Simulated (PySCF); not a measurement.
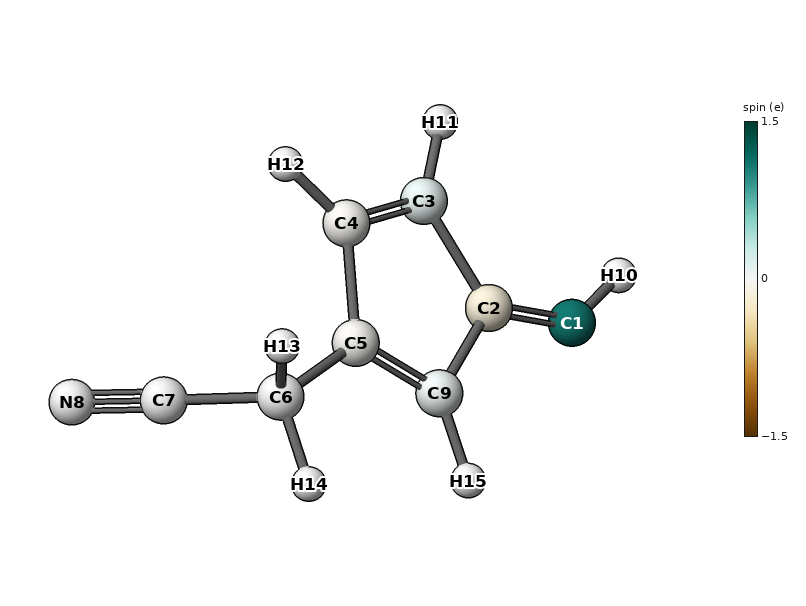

Atoms are coloured by their Mulliken spin populations. The species is neutral and a spin doublet. The computed structure is the end point of a GFN2-xTB optimisation. No frequency run is at hand to confirm it as a minimum. Level of theory: UKS B3LYP, pcH-1 on C H N, non-relativistic (PySCF 2.14.0).

Q: Which atom carries the largest spin population?

A: C1 (1.08 e).

Q: Which atom has the lowest spin population?

A: C2 (−0.17 e); a negative value comes from spin polarisation.

Give the Mulliken spin populations atom by atom.

| atom | value (e) |
| --- | --- |
| C1 | 1.08 |
| C2 | −0.17 |
| C3 | 0.09 |
| C4 | −0.03 |
| C5 | −0.03 |
| C6 | 0.00 |
| C7 | 0.00 |
| N8 | 0.00 |
| C9 | 0.05 |
| H10 | 0.01 |
| H11 | 0.00 |
| H12 | 0.01 |
| H13 | 0.00 |
| H14 | 0.00 |
| H15 | 0.00 |

Mulliken values depend strongly on the basis set.
